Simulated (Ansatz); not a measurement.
System: TiAl3 (I4/mmm, No. 139). Method: LDA in Ansatz (plane waves, PAW).

Numerical settings: plane-wave cutoff 520 eV, 20×20×20 k mesh, Fermi–Dirac smearing 0.05 eV, no spin polarisation, scalar-relativistic PAW data made under PBE.

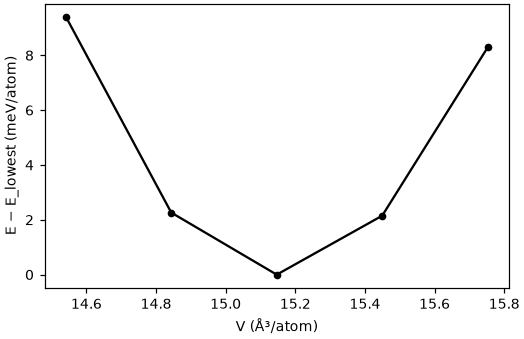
Fig. 1. Total energy against volume

Problem. From the curve, estimate the equilibrium volume and the bulk modulus.

Solution. V0 ≈ 15.1 Å³/atom and B0 ≈ 120 GPa; the fit gives V0 = 15.145 Å³/atom, B0 = 117 GPa, B′ = 4.1.

Shape and atoms are relaxed at each volume.

Measured, for comparison: equilibrium volume per atom 15.93 Å³/atom (temperature not stated, no zero-point or thermal correction; as tabulated in P. Norby and A. Norlund Christensen, Acta Chemica Scandinavica A40, 157 (1986)). Computed (rounded) less measured: equilibrium volume per atom -4.9 %.

Note: the bulk modulus comes from volumes at which shape and atoms were relaxed.

Ansatz is an electronic-structure program.
